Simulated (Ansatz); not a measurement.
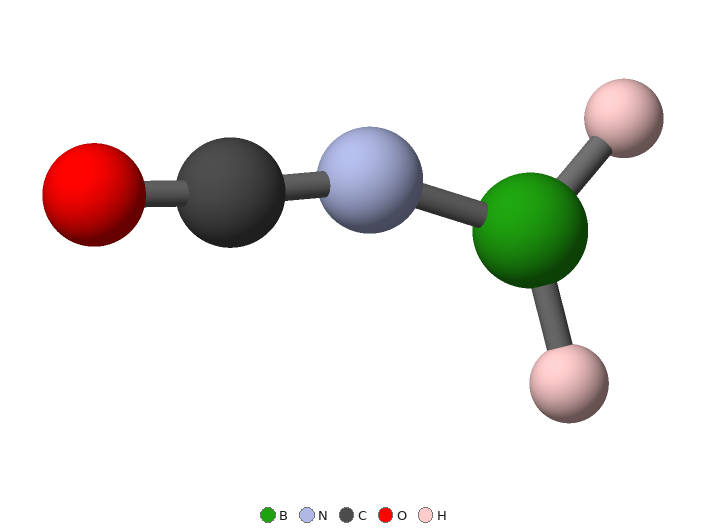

Rendered structure (ball-and-stick style).

What does the picture show?

Formula CH2BNO. As SMILES it reads `BN=C=O`. It has no ring. Among its groups: B–H bond. All atoms lie on one plane. Coordination: 1 B trigonal planar; 1 N bent; 1 C linear.

More results for the same structure follow; atom numbers are the same in all pictures, views and colours differ. The geometry was computed by an optimisation with PBE0-D4/def2-TZVP.

## Shape

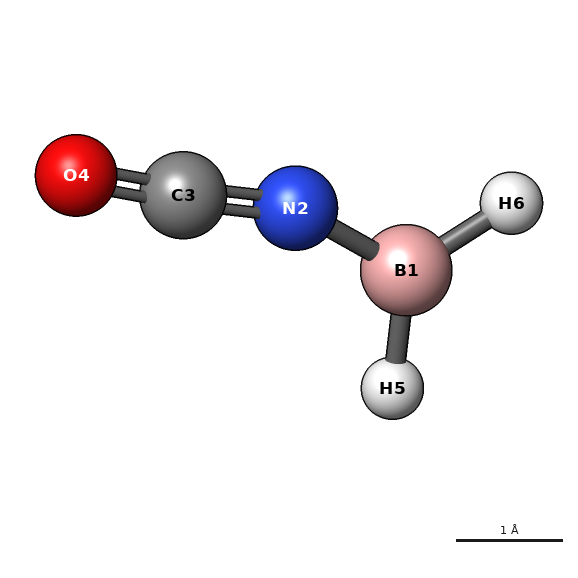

The atoms are numbered.

Which atoms are bonded, and how long are the bonds?

```tsv
bond	length (Å)	order
B1–N2	1.404	single
B1–H5	1.195	single
B1–H6	1.193	single
N2–C3	1.196	double
C3–O4	1.162	double
```

## Charges

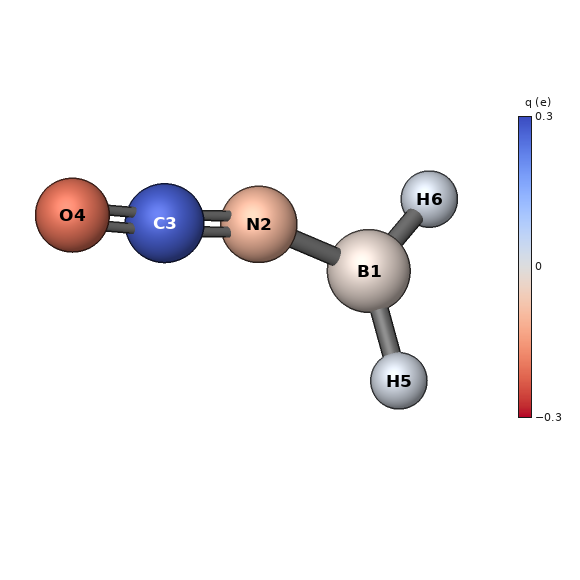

Atoms are coloured by their Mulliken charges. Level of theory: RKS PBE0-D4/def2-TZVP (Ansatz 0.2.0).

Give the Mulliken charges atom by atom.

```tsv
atom	value (e)
B1	−0.02
N2	−0.09
C3	0.27
O4	−0.20
H5	0.02
H6	0.02
```

## Thermal motion

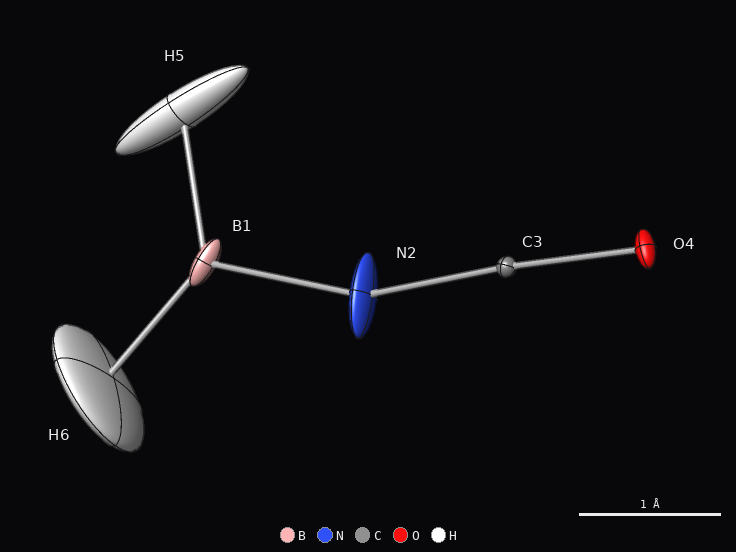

Displacement ellipsoids at the 50 % level, from the internal vibrations of the free molecule (harmonic, no overall translation or rotation; no half-axis is drawn under 0.075 Å). Vibrations computed with RKS PBE0-D4/def2-TZVP (Ansatz 0.2.0). Temperature: 298 K.

Which atom has the largest mean-square displacement?

H6, with U_eq = 0.0789 Å².

Does H5 move more along its bond or across it?

Across it: the root-mean-square amplitude is 0.120 Å along the bond and up to 0.382 Å across, since bending and torsion are softer than stretching.

Give the displacement parameters, one line for each set of equivalent atoms.

```json
{"atom": "B1", "U_eq (Å²)": "0.0069", "rms amplitudes (Å)": "0.033, 0.062, 0.125"}
{"atom": "N2", "U_eq (Å²)": "0.0172", "rms amplitudes (Å)": "0.023, 0.096, 0.205"}
{"atom": "C3", "U_eq (Å²)": "0.0019", "rms amplitudes (Å)": "0.029, 0.050, 0.051"}
{"atom": "O4", "U_eq (Å²)": "0.0044", "rms amplitudes (Å)": "0.024, 0.051, 0.099"}
{"atom": "H5", "U_eq (Å²)": "0.0559", "rms amplitudes (Å)": "0.085, 0.121, 0.382"}
{"atom": "H6", "U_eq (Å²)": "0.0789", "rms amplitudes (Å)": "0.091, 0.337, 0.339"}
```

## Dipole moment

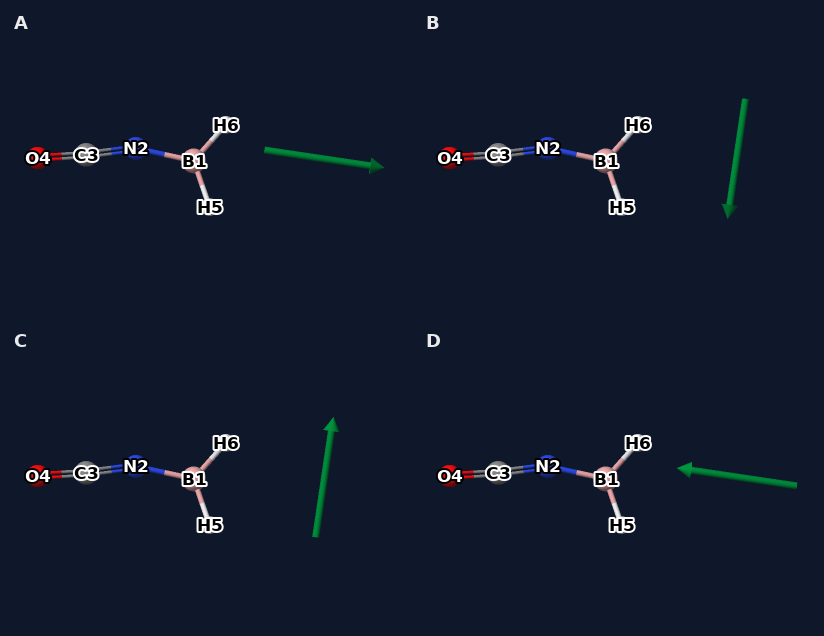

The same molecule four times, each with an arrow. Properties computed with RKS PBE0-D4/def2-TZVP (Ansatz 0.2.0).

Which arrow points along the dipole moment, from the negative to the positive end?

A. The dipole moment is 1.00 D; it points from the side of O4 to the side of H5, H6 (the outermost atoms at the two ends).

## Levels of theory compared

Program: Ansatz 0.2.0.

Tabulate HOMO energy (eV), HOMO–LUMO gap (eV) at these levels: B3LYP-D4/def2-TZVPP; BHLYP-D4/def2-TZVPP; BLYP-D4/def2-TZVPP; HSE06 (plane-wave form)-D4/def2-TZVPP; PBE-D4/def2-TZVPP; PBE0-D4/def2-QZVPP; PBE0-D4/def2-SVP; r2SCAN0-D4/def2-TZVPP; r2SCANh-D4/def2-TZVPP; revPBE-D4/def2-TZVPP; ωB97X-V/def2-TZVPP.

```
                                level  HOMO energy (eV)  HOMO–LUMO gap (eV)
                  B3LYP-D4/def2-TZVPP             −8.18                6.03
                  BHLYP-D4/def2-TZVPP             −9.68                8.80
                   BLYP-D4/def2-TZVPP             −6.94                4.18
HSE06 (plane-wave form)-D4/def2-TZVPP             −7.99                5.67
                    PBE-D4/def2-TZVPP             −7.03                4.13
                   PBE0-D4/def2-QZVPP             −8.41                6.45
                     PBE0-D4/def2-SVP             −8.30                6.46
                r2SCAN0-D4/def2-TZVPP             −8.58                6.86
                r2SCANh-D4/def2-TZVPP             −7.81                5.59
                 revPBE-D4/def2-TZVPP             −6.98                4.19
                   ωB97X-V/def2-TZVPP            −10.72               11.00
```

Mulliken values depend strongly on the basis set and can even reverse the polarity of a bond.
